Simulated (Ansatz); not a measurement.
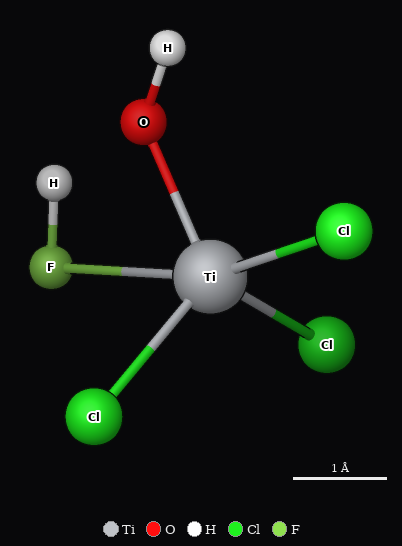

Figure 1. The structure as given in the input (ball-and-stick view, seen at a tilt). Sticks mark near contacts.

## TiH2Cl3OF: nudged elastic band

The run: nudged elastic band of TiH2Cl3OF. Method and program: RKS PBE-D4/def2-SVP (Ansatz 0.2.0).

It belongs to a series of runs on one base structure; here: band between the two ends.

**Log**
```
Engine: ansatz 0.2.0, aarch64-unknown-linux-gnu
Functional definition: PBE
  parameter kappa = 0.804
  parameter beta = 0.06672455060314922
  exchange = pbe_x(kappa = kappa, mu = beta*pi^2/3)
  correlation = pbe_c(beta = beta)
1372 factors; their error is unknown
mean field evaluation 1: about -65436.2359 eV, gradient 6.2e1 eV
mean field evaluation 2: about -65254.8486 eV, gradient 2.7e2 eV
mean field evaluation 4: about -65394.1556 eV, gradient 1.7e2 eV
mean field evaluation 8: about -65442.8922 eV, gradient 5.5e-2 eV
mean field -65442.83260309 eV, -2404.9797394185 hartree, gradient 2.6e-5 eV, S^2 0.000000; 0 other end points of the search recorded, 0 dependent functions left out
the calculation of the forces begins
reference -65442.83271033 eV, -2404.9797433593 hartree; 46, 46 occupied and 77, 77 virtual orbitals, 1372 factors
1372 factors; their error is unknown
mean field evaluation 16: about -65435.9942 eV, gradient 5.8e1 eV
mean field -65443.50196519 eV, -2405.0043380219 hartree, gradient 1.2e-5 eV, S^2 0.000000; 0 other end points of the search recorded, 0 dependent functions left out
[... from here on the field's lines of each further geometry are left out, up to the last ...]
NEB iter   1: max|band force component| = 8.994e0 eV/Å  barrier→ = 2.5971 eV  barrier← = 3.2654 eV  Δτ_max = 0.1942 Å  (470 SCF iters)
NEB iter   2: max|band force component| = 2.588e0 eV/Å  barrier→ = 1.5381 eV  barrier← = 2.2064 eV  Δτ_max = 0.2000 Å  (266 SCF iters)
NEB iter   3: max|band force component| = 2.053e0 eV/Å  barrier→ = 0.6505 eV  barrier← = 1.3188 eV  Δτ_max = 0.1857 Å  (253 SCF iters)
NEB iter   4: max|band force component| = 3.363e0 eV/Å  barrier→ = 0.3041 eV  barrier← = 0.9723 eV  Δτ_max = 0.0951 Å  (246 SCF iters)
NEB iter   5: max|band force component| = 1.388e0 eV/Å  barrier→ = 0.1875 eV  barrier← = 0.8557 eV  Δτ_max = 0.1914 Å  (235 SCF iters)
NEB iter   6: max|band force component| = 1.921e0 eV/Å  barrier→ = 0.1854 eV  barrier← = 0.8537 eV  Δτ_max = 0.0956 Å  (251 SCF iters)
NEB iter   7: max|band force component| = 6.451e-1 eV/Å  barrier→ = 0.0980 eV  barrier← = 0.7662 eV  Δτ_max = 0.1900 Å  (231 SCF iters)
NEB iter   8: max|band force component| = 6.117e-1 eV/Å  barrier→ = 0.0785 eV  barrier← = 0.7467 eV  Δτ_max = 0.1930 Å  (245 SCF iters)
NEB iter   9: max|band force component| = 1.185e0 eV/Å  barrier→ = 0.0661 eV  barrier← = 0.7344 eV  Δτ_max = 0.0812 Å  (234 SCF iters)
NEB iter  10: max|band force component| = 5.082e-1 eV/Å  barrier→ = 0.0673 eV  barrier← = 0.7355 eV  Δτ_max = 0.0932 Å  (227 SCF iters)
NEB iter  11: max|band force component| = 2.487e-1 eV/Å  barrier→ = 0.0687 eV  barrier← = 0.7369 eV  CI = image 1  Δτ_max = 0.1597 Å  (227 SCF iters)
NEB iter  12: max|band force component| = 1.243e0 eV/Å  barrier→ = 0.1325 eV  barrier← = 0.8007 eV  CI = image 1  Δτ_max = 0.0731 Å  (245 SCF iters)
NEB iter  13: max|band force component| = 4.195e-1 eV/Å  barrier→ = 0.1219 eV  barrier← = 0.7901 eV  CI = image 1  Δτ_max = 0.0356 Å  (225 SCF iters)
NEB iter  14: max|band force component| = 2.343e-1 eV/Å  barrier→ = 0.1209 eV  barrier← = 0.7892 eV  CI = image 1  Δτ_max = 0.0334 Å  (218 SCF iters)
NEB iter  15: max|band force component| = 3.651e-2 eV/Å  barrier→ = 0.1205 eV  barrier← = 0.7888 eV  CI = image 1  Δτ_max = 0.0083 Å  (217 SCF iters)
the calculation of the forces begins
reference -65443.47660565 eV, -2405.0034060758 hartree; 46, 46 occupied and 77, 77 virtual orbitals, 1372 factors
1372 factors; their error is unknown
mean field -65442.72345387 eV, -2404.9757282586 hartree, gradient 1.4e-5 eV, S^2 0.000000; 1 other end points of the search recorded, 0 dependent functions left out
the calculation of the forces begins
reference -65442.72356072 eV, -2404.9757321853 hartree; 46, 46 occupied and 77, 77 virtual orbitals, 1372 factors
NEB iter  16: max|band force component| = 2.423e-2 eV/Å  barrier→ = 0.1205 eV  barrier← = 0.7887 eV  CI = image 1  Δτ_max = 0.0000 Å  (417 SCF iters)
```

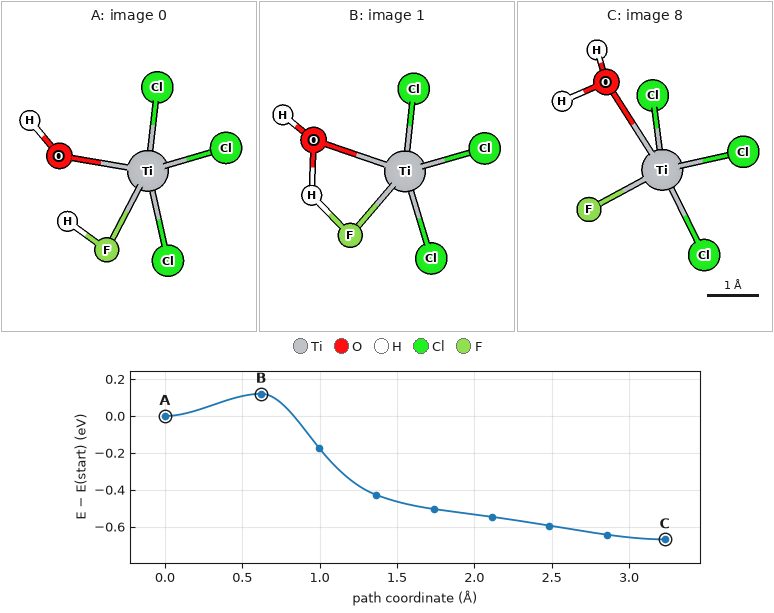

Figure 2. Images of the last band (counted from 0; ball-and-stick, seen at a tilt) above the energy along the path; the line is a cubic interpolation that uses the forces. The highest image is number 1, 0.120 eV above the start and 0.789 eV above the end (the climbing image); the end lies 0.668 eV below the start. The path is 3.23 Å long. The band converged in 16 iterations.

```
Total energy: -65442.99291519 eV, -2404.9856307796 hartree
Atom 0 at     0.127858    -0.282260    -0.003033 Å, force    -0.003332     0.001127     0.004865 eV/Å
Atom 1 at     0.052388    -0.106714     1.943280 Å, force    -0.003923    -0.010620    -0.002312 eV/Å
Atom 2 at    -0.656020     0.301463     2.471282 Å, force     0.001904     0.003227    -0.000825 eV/Å
Atom 3 at     1.966273     0.355459    -0.981434 Å, force     0.001086    -0.000557    -0.001233 eV/Å
Atom 4 at    -1.188738     1.478218    -0.183952 Å, force     0.001342    -0.000019    -0.000789 eV/Å
Atom 5 at    -0.974482    -1.725278    -1.221334 Å, force    -0.000911     0.001814     0.000652 eV/Å
Atom 6 at     1.013177    -1.863459     1.061133 Å, force     0.006859    -0.001866    -0.000615 eV/Å
Atom 7 at     0.592743    -1.233626     1.890759 Å, force    -0.003026     0.006895     0.000256 eV/Å
Dipole moment:    -0.206536     0.086561     0.536689 e Å
this run last wrote the band of iteration 16 to [file]
```

**The last band as extended XYZ (Å, eV, eV/Å)**
```
8
Properties=species:S:1:pos:R:3:forces:R:3 image=0 energy=-65443.11330
Ti    0.0094   -0.1589    0.0296   -0.0026   0.0057   0.0080
O    -0.1348   -0.1741    1.8614   -0.0012  -0.0003  -0.0011
H    -0.6371    0.4586    2.4056    0.0039  -0.0024  -0.0077
Cl    1.9591    0.3840   -0.8094    0.0012   0.0012   0.0004
Cl   -1.2115    1.6221   -0.3498    0.0018  -0.0015   0.0006
Cl   -1.0551   -1.7329   -1.0604   -0.0008  -0.0042  -0.0006
F     1.1937   -1.9622    1.0674   -0.0040   0.0030  -0.0022
H     0.8096   -1.5129    1.8323    0.0017  -0.0016   0.0025
8
Properties=species:S:1:pos:R:3:forces:R:3 image=1 energy=-65442.99281
Ti    0.1279   -0.2823   -0.0030   -0.0033   0.0011   0.0049
O     0.0524   -0.1067    1.9433   -0.0039  -0.0106  -0.0023
H    -0.6560    0.3015    2.4713    0.0019   0.0032  -0.0008
Cl    1.9663    0.3555   -0.9814    0.0011  -0.0006  -0.0012
Cl   -1.1887    1.4782   -0.1840    0.0013   0.0000  -0.0008
Cl   -0.9745   -1.7253   -1.2213   -0.0009   0.0018   0.0007
F     1.0132   -1.8635    1.0611    0.0069  -0.0019  -0.0006
H     0.5927   -1.2336    1.8908   -0.0030   0.0069   0.0003
8
Properties=species:S:1:pos:R:3:forces:R:3 image=2 energy=-65443.28503
Ti    0.1911   -0.3797   -0.0429    0.1987  -0.2935  -0.1209
O     0.1143   -0.0881    1.9888    0.1631   0.0422   0.1433
H    -0.6571    0.2323    2.4915    0.0030  -0.2178   0.0666
Cl    1.9820    0.3548   -1.0275    0.0445   0.0185  -0.1353
Cl   -1.1502    1.4236   -0.1355    0.1011  -0.1808   0.1495
Cl   -0.9974   -1.7294   -1.2763   -0.0560  -0.0142  -0.1753
F     0.9853   -1.8297    0.9150   -0.0750   0.1074  -0.4498
H     0.4652   -1.0600    2.0636   -0.3793   0.5382   0.5219
8
Properties=species:S:1:pos:R:3:forces:R:3 image=3 energy=-65443.54078
Ti    0.2340   -0.4483   -0.0788    0.0438  -0.0555  -0.0464
O     0.1477   -0.0605    2.0308    0.0322   0.0285   0.0420
H    -0.6717    0.2566    2.4566   -0.0141   0.0195  -0.0315
Cl    1.9843    0.3436   -1.1052   -0.0053  -0.0023  -0.0775
Cl   -1.1341    1.3539   -0.0541    0.0060  -0.0719   0.0845
Cl   -0.9893   -1.7012   -1.3945    0.0069   0.0257  -0.1094
F     0.9777   -1.8484    0.8022   -0.0021  -0.0210  -0.1060
H     0.3845   -0.9720    2.3195   -0.0673   0.0770   0.2444
8
Properties=species:S:1:pos:R:3:forces:R:3 image=4 energy=-65443.61709
Ti    0.2352   -0.5011   -0.0903    0.0131  -0.0364  -0.0054
O     0.2138   -0.0596    2.0483    0.0062  -0.0190   0.0304
H    -0.6013    0.3725    2.3750    0.0240   0.0525  -0.0390
Cl    1.9640    0.3504   -1.1055   -0.0087   0.0031  -0.0004
Cl   -1.2058    1.2544    0.0450   -0.0286  -0.0314   0.0353
Cl   -0.9368   -1.6495   -1.5464    0.0194   0.0187  -0.0483
F     0.9190   -1.9273    0.7447   -0.0220  -0.0171  -0.0315
H     0.3450   -0.9160    2.5058   -0.0034   0.0296   0.0590
8
Properties=species:S:1:pos:R:3:forces:R:3 image=5 energy=-65443.65897
Ti    0.2051   -0.5440   -0.0961   -0.0032  -0.0130  -0.0054
O     0.3102   -0.0212    2.0510    0.0326   0.0092   0.0046
H    -0.4966    0.4665    2.3199    0.0303   0.0297  -0.0184
Cl    1.9564    0.3604   -1.0203   -0.0028   0.0032   0.0289
Cl   -1.3286    1.1277    0.1090   -0.0397  -0.0395   0.0198
Cl   -0.8675   -1.6086   -1.6886    0.0212   0.0151  -0.0447
F     0.7837   -2.0058    0.7352   -0.0443  -0.0251  -0.0034
H     0.3705   -0.8511    2.5666    0.0059   0.0205   0.0187
8
Properties=species:S:1:pos:R:3:forces:R:3 image=6 energy=-65443.70667
Ti    0.1646   -0.5720   -0.1061   -0.0132  -0.0125  -0.0043
O     0.4154    0.0194    2.0487    0.0396   0.0174  -0.0017
H    -0.3875    0.5277    2.2927    0.0351   0.0221  -0.0117
Cl    1.9687    0.3444   -0.9123    0.0006   0.0011   0.0388
Cl   -1.4291    1.0206    0.1671   -0.0460  -0.0481   0.0174
Cl   -0.8022   -1.5384   -1.8252    0.0296   0.0178  -0.0483
F     0.5889   -2.0699    0.7402   -0.0629  -0.0186   0.0061
H     0.4145   -0.8079    2.5717    0.0172   0.0208   0.0037
8
Properties=species:S:1:pos:R:3:forces:R:3 image=7 energy=-65443.75584
Ti    0.1176   -0.5956   -0.1188   -0.0121  -0.0081  -0.0053
O     0.5165    0.0594    2.0348    0.0279   0.0145  -0.0043
H    -0.2801    0.5786    2.2762    0.0298   0.0167  -0.0063
Cl    1.9710    0.3268   -0.8103   -0.0003  -0.0015   0.0326
Cl   -1.5355    0.9011    0.2239   -0.0361  -0.0421   0.0158
Cl   -0.7247   -1.4760   -1.9458    0.0291   0.0143  -0.0371
F     0.3900   -2.1067    0.7536   -0.0575  -0.0102   0.0067
H     0.4784   -0.7638    2.5631    0.0192   0.0163  -0.0021
8
Properties=species:S:1:pos:R:3:forces:R:3 image=8 energy=-65443.78154
Ti    0.0675   -0.6163   -0.1308   -0.0117  -0.0196  -0.0026
O     0.6087    0.0979    2.0087   -0.0263  -0.0170   0.0088
H    -0.1708    0.6322    2.2703    0.0129   0.0078  -0.0095
Cl    1.9521    0.3261   -0.7292    0.0056   0.0031   0.0061
Cl   -1.6608    0.7486    0.2900    0.0032  -0.0032   0.0026
Cl   -0.6327   -1.4246   -2.0487    0.0002   0.0038  -0.0014
F     0.2135   -2.1256    0.7643    0.0012   0.0182  -0.0009
H     0.5556   -0.7144    2.5523    0.0149   0.0068  -0.0032
```

This output came from the following input.

**The input**
```yaml
crystal:
  periodic: [false, false, false]
  atoms:
    - { symbol: Ti, position_ang: [0.009409, -0.158868, 0.029566] }
    - { symbol: O, position_ang: [-0.134848, -0.174144, 1.861393] }
    - { symbol: H, position_ang: [-0.637106, 0.458647, 2.40557] }
    - { symbol: Cl, position_ang: [1.959103, 0.384041, -0.809402] }
    - { symbol: Cl, position_ang: [-1.211539, 1.622143, -0.34976] }
    - { symbol: Cl, position_ang: [-1.055104, -1.732915, -1.060409] }
    - { symbol: F, position_ang: [1.193665, -1.962159, 1.067396] }
    - { symbol: H, position_ang: [0.80962, -1.512943, 1.832347] }
basis:
  gaussian: { orbitals: def2-SVP }
hamiltonian:
  xc: pbe
  dispersion: d4
neb:
  order_check: false
  images: 7
  f_tol: 0.03
  max_iterations: 60
  final_atoms:
    - { symbol: Ti, position_ang: [0.06749237, -0.61632065, -0.13081865] }
    - { symbol: O, position_ang: [0.60874784, 0.09791484, 2.0086664] }
    - { symbol: H, position_ang: [-0.1707513, 0.63215351, 2.27026491] }
    - { symbol: Cl, position_ang: [1.95207641, 0.32605348, -0.72918235] }
    - { symbol: Cl, position_ang: [-1.6607692, 0.74856476, 0.28995474] }
    - { symbol: Cl, position_ang: [-0.63265679, -1.42456858, -2.04874593] }
    - { symbol: F, position_ang: [0.21347253, -2.12561243, 0.7642754] }
    - { symbol: H, position_ang: [0.55558814, -0.71438294, 2.55228649] }
  initial_path:
    images:
      - { positions_ang: [[0.009409, -0.158868, 0.029566], [-0.134848, -0.174144, 1.861393], [-0.637106, 0.458647, 2.40557], [1.959103, 0.384041, -0.809402], [-1.211539, 1.622143, -0.34976], [-1.055104, -1.732915, -1.060409], [1.193665, -1.962159, 1.067396], [0.80962, -1.512943, 1.832347]] }
      - { positions_ang: [[0.00298835, -0.11781915, 0.02382833], [-0.0955012, -0.13578731, 1.96507826], [-0.69703407, 0.26410577, 2.46049179], [2.02046802, 0.29997058, -0.81211284], [-1.20222504, 1.69942422, -0.44753156], [-1.07064873, -1.78364779, -0.99185661], [1.17812511, -1.89003826, 0.96041217], [0.79702756, -1.41240606, 1.81839145]] }
      - { positions_ang: [[-0.00343231, -0.07677029, 0.01809066], [-0.05615441, -0.09743062, 2.06876352], [-0.75696214, 0.06956454, 2.51541357], [2.08183304, 0.21590015, -0.81482367], [-1.19291107, 1.77670544, -0.54530311], [-1.08619347, -1.83438057, -0.92330422], [1.16258522, -1.81791753, 0.85342835], [0.78443512, -1.31186912, 1.8044359]] }
      - { positions_ang: [[-0.00985296, -0.03572144, 0.01235299], [-0.01680761, -0.05907393, 2.17244878], [-0.8168902, -0.12497669, 2.57033536], [2.14319806, 0.13182973, -0.81753451], [-1.18359711, 1.85398666, -0.64307467], [-1.1017382, -1.88511336, -0.85475183], [1.14704533, -1.74579679, 0.74644452], [0.77184268, -1.21133217, 1.79048036]] }
      - { positions_ang: [[-0.01627361, 0.00532741, 0.00661532], [0.02253918, -0.02071724, 2.27613404], [-0.87681827, -0.31951793, 2.62525714], [2.20456309, 0.0477593, -0.82024534], [-1.17428315, 1.93126788, -0.74084623], [-1.11728293, -1.93584615, -0.78619944], [1.13150545, -1.67367606, 0.6394607], [0.75925024, -1.11079523, 1.77652481]] }
      - { positions_ang: [[0.00466788, -0.1500846, -0.02774317], [0.16909135, 0.00894078, 2.20926713], [-0.70030153, -0.08160007, 2.53650908], [2.14144142, 0.11733285, -0.7974796], [-1.29590466, 1.6355921, -0.48314599], [-0.99612639, -1.80802675, -1.10183606], [0.90199722, -1.78666015, 0.67066437], [0.70833472, -1.01169216, 1.97046523]] }
      - { positions_ang: [[0.02560938, -0.30549662, -0.06210167], [0.31564351, 0.0385988, 2.14240022], [-0.52378478, 0.15631779, 2.44776103], [2.07831975, 0.18690639, -0.77471385], [-1.41752617, 1.33991632, -0.22544574], [-0.87496986, -1.68020736, -1.41747268], [0.67248899, -1.89964424, 0.70186805], [0.65741919, -0.91258908, 2.16440565]] }
      - { positions_ang: [[0.04655087, -0.46090863, -0.09646016], [0.46219567, 0.06825682, 2.07553331], [-0.34726804, 0.39423565, 2.35901297], [2.01519808, 0.25647994, -0.7519481], [-1.53914769, 1.04424054, 0.0322545], [-0.75381332, -1.55238797, -1.73310931], [0.44298076, -2.01262834, 0.73307172], [0.60650367, -0.81348601, 2.35834607]] }
      - { positions_ang: [[0.06749237, -0.61632065, -0.13081865], [0.60874784, 0.09791484, 2.0086664], [-0.1707513, 0.63215351, 2.27026491], [1.95207641, 0.32605348, -0.72918235], [-1.6607692, 0.74856476, 0.28995474], [-0.63265679, -1.42456858, -2.04874593], [0.21347253, -2.12561243, 0.7642754], [0.55558814, -0.71438294, 2.55228649]] }
```

Run as:
```bash
ansatz run input.yaml --threads 4 --pin off --max-ram 5120MiB --backend cpu --events-out ev --progress --plain --runs-dir out
```

**Key numbers**

```tsv
quantity	value
outcome	converged
barrier, forward	0.120 eV
barrier, backward	0.789 eV
hardware	4 threads of Arm Neoverse V1, 24 GiB of memory available, shared host
wall time	3.7 min (CPU time 14 min)
peak memory	0.22 GiB
```

The order of the saddle point was not checked.
